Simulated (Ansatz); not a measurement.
```xyz
11

C    -0.0774   -0.4860    1.6995
Si    0.7490    0.0660    0.1388
F     1.9236   -0.9678   -0.2001
Si   -0.6328    0.2727   -1.7397
Cl    1.6406    1.8915    0.4663
H     0.6497   -0.5349    2.5137
H    -0.8673    0.2132    1.9828
H    -0.5203   -1.4762    1.5663
H    -1.6881    1.2800   -1.4514
H     0.1699    0.7150   -2.9085
H    -1.2817   -1.0305   -2.0472
```

Geometry: PBE0-D4/def2-TZVP.

Level of theory: Ansatz, RKS PBE0-D4/def2-TZVPP.

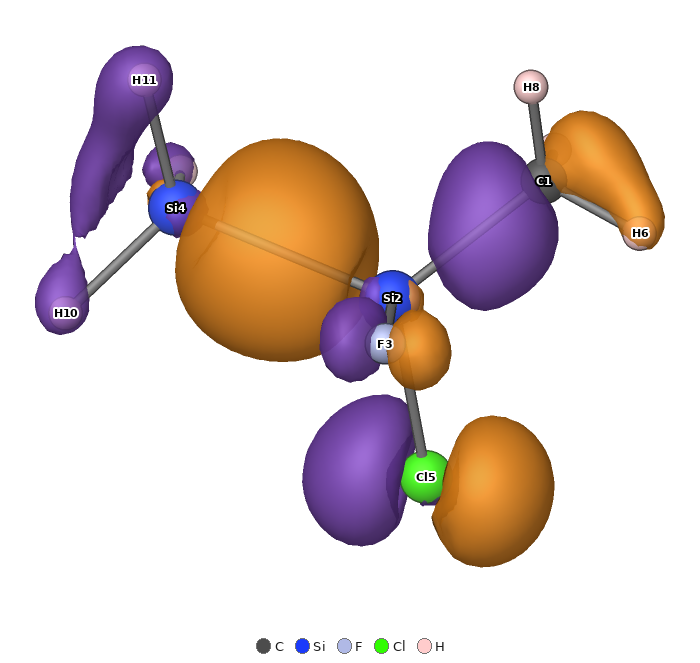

CH6ClFSi2 (SMILES C[Si](F)([SiH3])Cl). The HOMO at ±0.15 Å⁻³ᐟ² (orange and purple are the two phases), seen across its widest extent.

Where does this orbital lie, and at what energy?

Answer. It lies mainly on Si4 (about 30 %), Si2 (about 25 %), Cl5 (about 20 %) and C1 (about 10 %). Its energy is −8.16 eV.
